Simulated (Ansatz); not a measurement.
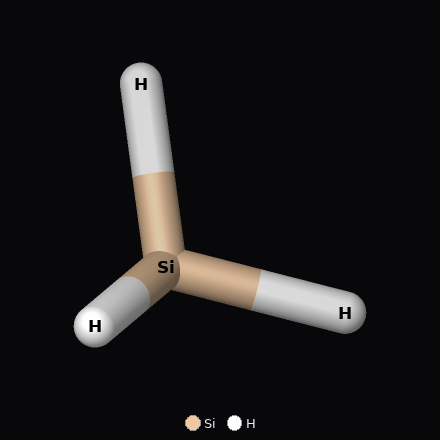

Rendered structure (stick style).

Charge 0, doublet. Computed geometry: PBE0-D4/def2-TZVP optimisation.

Description:

The molecule is SiH3. The point group is C3v. It is an open-shell species. Coordination: 1 Si trigonal pyramidal.

The parts below concern this one geometry. Atoms keep their numbers from picture to picture.

### Thermal motion

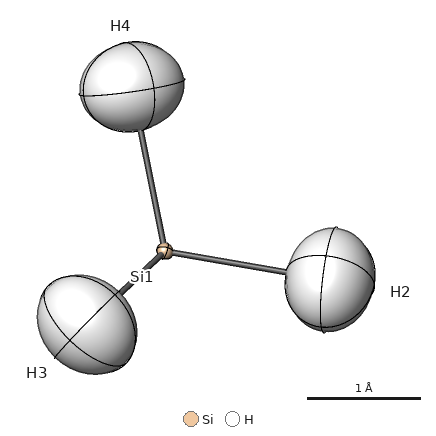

Displacement ellipsoids at the 50 % level, enlarged 3 times, from the internal vibrations of the free molecule (harmonic, no overall translation or rotation; no half-axis is drawn under 0.075 Å). Vibrations computed with UKS PBE0-D4/def2-TZVP (Ansatz 0.2.0). Temperature: 298 K.

Which atom moves most?

Answer. H2, H3, H4, with U_eq = 0.0088 Å².

Give the displacement parameters, one line for each set of equivalent atoms.

| atom | U_eq (Å²) | rms amplitudes (Å) |
| --- | --- | --- |
| Si1 | 0.00005 | 0.006, 0.006, 0.009 |
| H2, H3, H4 | 0.0088 | 0.085, 0.091, 0.104 |

### Vibrations

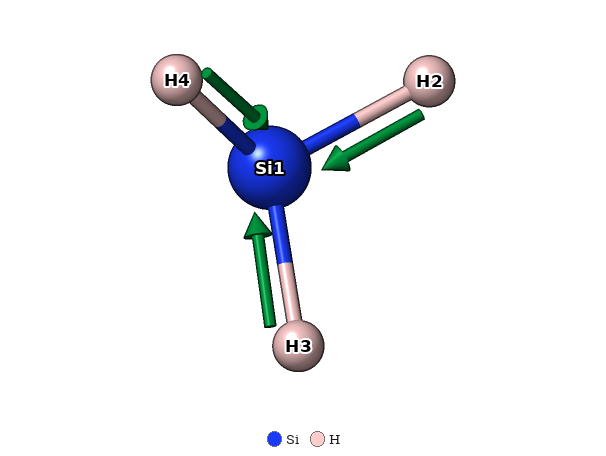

The arrows show one normal mode. Harmonic vibrations computed with UKS PBE0-D4/def2-TZVP (Ansatz 0.2.0) at a stationary point of the same level.

Describe the motion.

Answer. Mostly in-phase stretching of 3 Si–H bonds.

Estimate its harmonic wavenumber.

Answer. 2204 cm⁻¹; it is mode 4 of 6 counted from the lowest.

### Charges

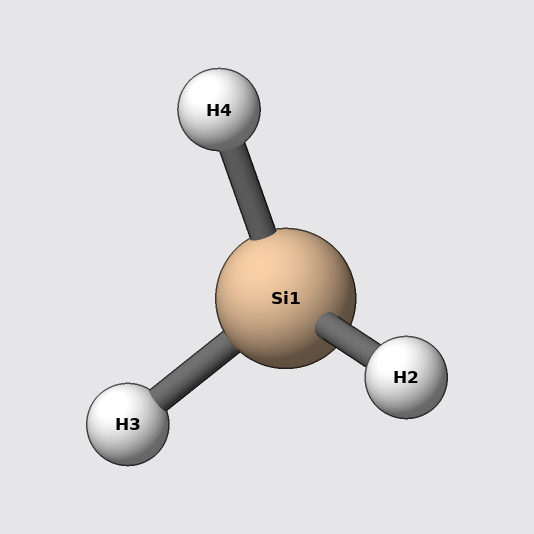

The questions are on Mulliken charges. Level of theory: UKS PBE0-D4/def2-TZVP (Ansatz 0.2.0).

Give the Mulliken charges atom by atom.

```csv
atom,value (e)
Si1,−0.01
H2,0.00
H3,0.00
H4,0.00
```

Mulliken values depend strongly on the basis set and can even reverse the polarity of a bond.
